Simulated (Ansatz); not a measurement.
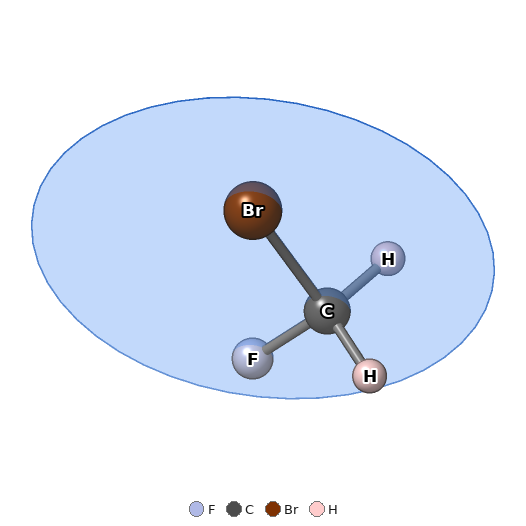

All proper rotation axes (lines) and mirror planes (discs) of the structure are drawn in. Distant atoms are faded towards the background colour. The computed structure is the end point of a PBE-D4/def2-SVP optimisation. No frequency run is at hand to confirm it as a minimum.

Name the symmetry elements and the point group.

Answer. It has 1 mirror plane. Point group Cs. The group has 2 operations. The geometry is achiral, and symmetry allows a dipole moment.
